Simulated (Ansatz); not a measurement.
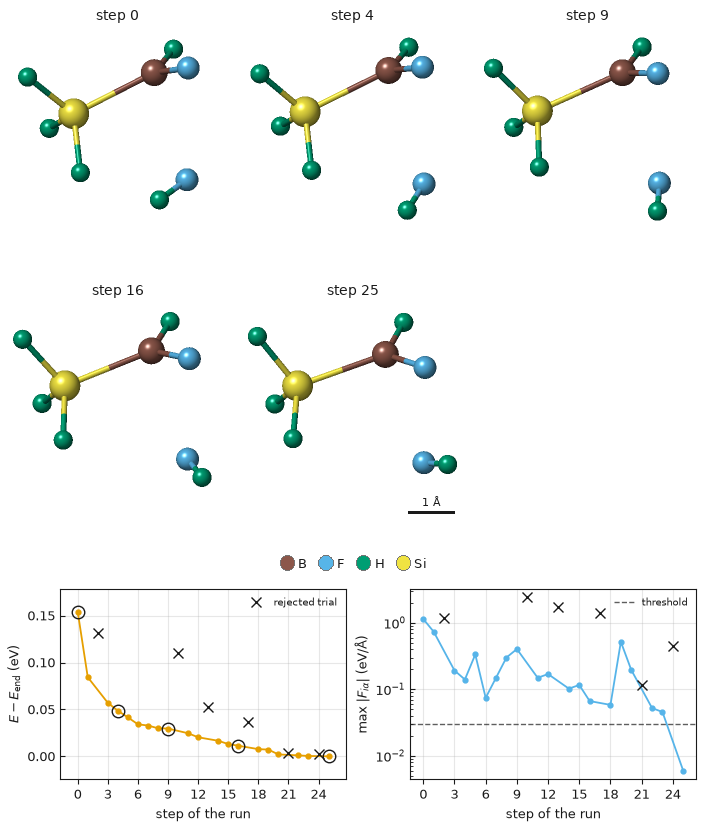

Frames of a relaxation of BSiH$_{5}$F$_{2}$, marked on the history of the run. The picture is a ball-and-stick view, seen face on.

The run prepares an end point of a later path (reaction) calculation, from a guessed geometry.

Computed with RHF/def2-SVP in Ansatz 0.2.0.

The input:
```yaml
crystal:
  periodic: [false, false, false]
  atoms:
    - { symbol: B, position_ang: [0.064207, 0.455304, -0.357824] }
    - { symbol: F, position_ang: [-0.362703, -0.177844, 2.045612] }
    - { symbol: F, position_ang: [1.186895, -0.23313, -0.474703] }
    - { symbol: H, position_ang: [-0.930053, -0.049118, -0.805787] }
    - { symbol: Si, position_ang: [0.115049, 2.266612, 0.453811] }
    - { symbol: H, position_ang: [0.909501, 2.225847, 1.71728] }
    - { symbol: H, position_ang: [0.753374, 3.276599, -0.429991] }
    - { symbol: H, position_ang: [-1.245718, 2.742977, 0.810107] }
    - { symbol: H, position_ang: [0.141347, 0.475654, 2.433894] }
basis:
  gaussian: { orbitals: def2-SVP }
hamiltonian:
  xc: hf
relax:
  f_tol: 0.03
  max_steps: 50
```

Command:
```bash
ansatz run input.yaml --threads 1 --pin off --max-ram 2048MiB --backend cpu --events-out ev --progress --plain --runs-dir out
```

Q: Describe the path.

A: After 19 accepted moves (25 points after the start) the energy has fallen by 0.154 eV. The largest force component goes from 1.1 to 0.006 eV/Å. The line search rejected the trial steps at points 2, 10, 13, 17, 21, 24 of the run. The largest move after the best rigid fit is that of H9, 1.19 Å. By element the largest moves are H 1.19 Å, F 0.55 Å, Si 0.26 Å, B 0.17 Å. Some distances before and after: B1–Si5 1.985 → 2.049 Å, Si5–H6 1.493 → 1.485 Å, F2–H9 0.912 → 0.905 Å, B1–F3 1.322 → 1.328 Å. Among the angles between lasting bonds that change: B1–Si5–H7 112.8° → 109.5°, H6–Si5–H8 107.1° → 109.2°. Groups turn about B1–Si5 by about 25°. Cost: 39 s on 1 thread of Arm Neoverse V1, on a shared host, peak memory 0.15 GiB. From step 0 to 4: H9 moves most (0.36 Å), energy −0.105 eV. From step 4 to 9: H9 moves most (0.33 Å), energy −0.019 eV. From step 9 to 16: H9 moves most (0.36 Å), energy −0.018 eV. From step 16 to 25: H9 moves most (0.34 Å), energy −0.011 eV.

```json
{"step": "0", "E − E(0), eV": "0.0000", "largest force component, eV/Å": "1.1407", "note": ""}
{"step": "1", "E − E(0), eV": "-0.0696", "largest force component, eV/Å": "0.7355", "note": ""}
{"step": "2", "E − E(0), eV": "-0.0221", "largest force component, eV/Å": "1.1928", "note": "rejected"}
{"step": "3", "E − E(0), eV": "-0.0970", "largest force component, eV/Å": "0.1921", "note": ""}
{"step": "4", "E − E(0), eV": "-0.1054", "largest force component, eV/Å": "0.1407", "note": ""}
{"step": "5", "E − E(0), eV": "-0.1125", "largest force component, eV/Å": "0.3344", "note": ""}
{"step": "6", "E − E(0), eV": "-0.1198", "largest force component, eV/Å": "0.0746", "note": ""}
{"step": "7", "E − E(0), eV": "-0.1211", "largest force component, eV/Å": "0.1500", "note": ""}
{"step": "8", "E − E(0), eV": "-0.1240", "largest force component, eV/Å": "0.3012", "note": ""}
{"step": "9", "E − E(0), eV": "-0.1244", "largest force component, eV/Å": "0.4037", "note": ""}
{"step": "10", "E − E(0), eV": "-0.0436", "largest force component, eV/Å": "2.4102", "note": "rejected"}
{"step": "11", "E − E(0), eV": "-0.1294", "largest force component, eV/Å": "0.1493", "note": ""}
{"step": "12", "E − E(0), eV": "-0.1336", "largest force component, eV/Å": "0.1697", "note": ""}
{"step": "13", "E − E(0), eV": "-0.1009", "largest force component, eV/Å": "1.7368", "note": "rejected"}
{"step": "14", "E − E(0), eV": "-0.1374", "largest force component, eV/Å": "0.1025", "note": ""}
{"step": "15", "E − E(0), eV": "-0.1409", "largest force component, eV/Å": "0.1164", "note": ""}
{"step": "16", "E − E(0), eV": "-0.1427", "largest force component, eV/Å": "0.0667", "note": ""}
{"step": "17", "E − E(0), eV": "-0.1177", "largest force component, eV/Å": "1.4239", "note": "rejected"}
{"step": "18", "E − E(0), eV": "-0.1463", "largest force component, eV/Å": "0.0584", "note": ""}
{"step": "19", "E − E(0), eV": "-0.1468", "largest force component, eV/Å": "0.5183", "note": ""}
{"step": "20", "E − E(0), eV": "-0.1519", "largest force component, eV/Å": "0.1960", "note": ""}
{"step": "21", "E − E(0), eV": "-0.1508", "largest force component, eV/Å": "0.1143", "note": "rejected"}
{"step": "22", "E − E(0), eV": "-0.1529", "largest force component, eV/Å": "0.0524", "note": ""}
{"step": "23", "E − E(0), eV": "-0.1536", "largest force component, eV/Å": "0.0457", "note": ""}
{"step": "24", "E − E(0), eV": "-0.1513", "largest force component, eV/Å": "0.4484", "note": "rejected"}
{"step": "25", "E − E(0), eV": "-0.1540", "largest force component, eV/Å": "0.0060", "note": ""}
```

Limits of the set-up: Hartree-Fock leaves out electron correlation.
